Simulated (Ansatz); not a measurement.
**CH3F (fluoromethane) at B3LYP/6-31G(d) (spherical functions)**

What is the energy change on altering one bond length of CH3F (fluoromethane) at B3LYP/6-31G* (spherical functions)? 

The calculation is run with Ansatz 0.2.0.

45 further runs of the same task are left out: 45 set aside as unsound or not needed.

## (1) Starting point

The species is CH3F (5 atoms), meant as a singlet with charge 0. SMILES: `CF`. The coordinates come from a PBE0-D4/def2-TZVP relaxation.

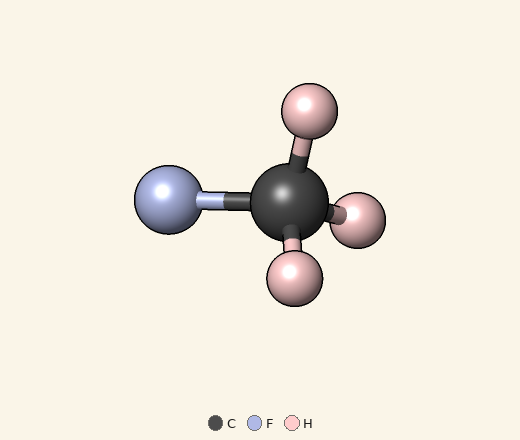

The structure, seen from a chosen angle (carbon dark grey, fluorine light blue, hydrogen pink).

## (2) A single-point energy at B3LYP/6-31G(d) (spherical functions)

job.yaml reads:

```yaml
crystal:
  periodic: [false, false, false]
  atoms:
    - {symbol: C, position_ang: [-0.050700, 0.032900, 0.007800]}
    - {symbol: F, position_ang: [1.094100, -0.710500, -0.168600]}
    - {symbol: H, position_ang: [-0.918700, -0.626900, -0.058000]}
    - {symbol: H, position_ang: [-0.104800, 0.796000, -0.772000]}
    - {symbol: H, position_ang: [-0.019800, 0.508500, 0.990700]}
basis:
  gaussian:
    orbitals: 6-31G_st_-spherical.json
hamiltonian:
  xc: {name: B3LYP}
accuracy: high
output:
  orbitals: {seedname: orbitals}
```

The basis set 6-31G* is read from a file made from the Basis Set Exchange's data (not shown).

Launch:

```
ansatz run job.yaml --threads 1 --pin off --max-ram 3480MiB --events-out events.jsonl --progress --plain --runs-dir runs
```

The program printed:

```text
Warning: RAYON_NUM_THREADS=1 ignored (pool sized by the plan → 1); use --threads N
Functional definition: B3LYP
  name "B3LYP"
  parameter a0 = 0.2
  parameter ax = 0.72
  parameter ac = 0.81
  exchange = (1 - a0 - ax)*slater_x + ax*b88_x + a0*exact_x
  correlation = (1 - ac)*vwn_rpa_c + ac*lyp_c
747 factors; integrals over basis functions are off by at most 2.6e-9 eV
mean field evaluation 1: about -3800.7941 eV, gradient 2.7e1 eV
mean field evaluation 2: about -3800.8251 eV, gradient 2.8e1 eV
mean field evaluation 4: about -3802.3014 eV, gradient 1.1e0 eV
mean field evaluation 8: about -3802.2966 eV, gradient 8.6e-4 eV
mean field evaluation 16: about -3802.2966 eV, gradient 3.7e-8 eV
mean field -3802.29660880 eV, -139.7318230841 hartree, gradient 3.7e-8 eV, S^2 0.000000; 0 other end points of the search recorded, 0 dependent functions left out
reference -3802.29663109 eV, -139.7318239032 hartree; 9, 9 occupied and 25, 25 virtual orbitals, 747 factors
Total energy: -3802.29663109 eV, -139.7318239032 hartree
```

Wall time 1.1 s (1 thread of Arm Neoverse V1, shared host); peak memory 0.093 GiB.

## (3) The distorted shape at the same level

in.yaml reads:

```yaml
crystal:
  periodic: [false, false, false]
  atoms:
    - {symbol: C, position_ang: [-0.034471, -0.196017, 0.241726]}
    - {symbol: F, position_ang: [1.110329, -0.939417, 0.065326]}
    - {symbol: H, position_ang: [-0.902471, -0.855817, 0.175926]}
    - {symbol: H, position_ang: [-0.104800, 0.796000, -0.772000]}
    - {symbol: H, position_ang: [-0.003571, 0.279583, 1.224626]}
basis:
  gaussian: {orbitals: 6-31G_st_-spherical.json}
hamiltonian: {xc: {name: B3LYP}}
accuracy: high
output: {orbitals: {seedname: orbitals}}
```

The basis set 6-31G* is read from a file made from the Basis Set Exchange's data (not shown).

Launch:

```
ansatz run in.yaml --threads 1 --pin off --max-ram 3480MiB --events-out events.jsonl --progress --plain --runs-dir runs
```

The program printed (excerpt; [...] marks lines left out):

```text
Warning: RAYON_NUM_THREADS=1 ignored (pool sized by the plan → 1); use --threads N
[... 7 set-up lines as earlier in the session ...]
747 factors; integrals over basis functions are off by at most 2.6e-9 eV
mean field evaluation 1: about -3799.9913 eV, gradient 2.5e1 eV
mean field evaluation 2: about -3799.4909 eV, gradient 3.0e1 eV
mean field evaluation 4: about -3801.3351 eV, gradient 1.3e0 eV
mean field evaluation 8: about -3801.3308 eV, gradient 1.4e-3 eV
mean field evaluation 16: about -3801.3308 eV, gradient 5.1e-8 eV
mean field -3801.33075422 eV, -139.6963285830 hartree, gradient 5.1e-8 eV, S^2 0.000000; 0 other end points of the search recorded, 0 dependent functions left out
reference -3801.33077803 eV, -139.6963294580 hartree; 9, 9 occupied and 25, 25 virtual orbitals, 747 factors
Total energy: -3801.33077803 eV, -139.6963294580 hartree
```

Run time: 1.1 s. Hardware: 1 thread of Arm Neoverse V1, shared host; peak memory 0.094 GiB.

## (4) Summary of results

At B3LYP/6-31G* (spherical functions):

| quantity | value |
| --- | --- |
| first shape: total energy | -139.73182 Eh |
| first shape: HOMO energy | -9.01 eV |
| first shape: LUMO energy | 2.89 eV |
| first shape: HOMO–LUMO gap | 11.90 eV |
| distorted shape: total energy | -139.69633 Eh |
| distorted shape: HOMO energy | -8.63 eV |
| distorted shape: LUMO energy | 1.27 eV |
| distorted shape: HOMO–LUMO gap | 9.89 eV |
| energy change with the C1–H4 bond stretched from 1.092 to 1.420 Å | 0.966 eV |

With the C1–H4 bond stretched from 1.092 to 1.420 Å the energy rises by 0.97 eV (93.2 kJ/mol). The first shape isn't relaxed at this level, so the change isn't measured from a minimum.
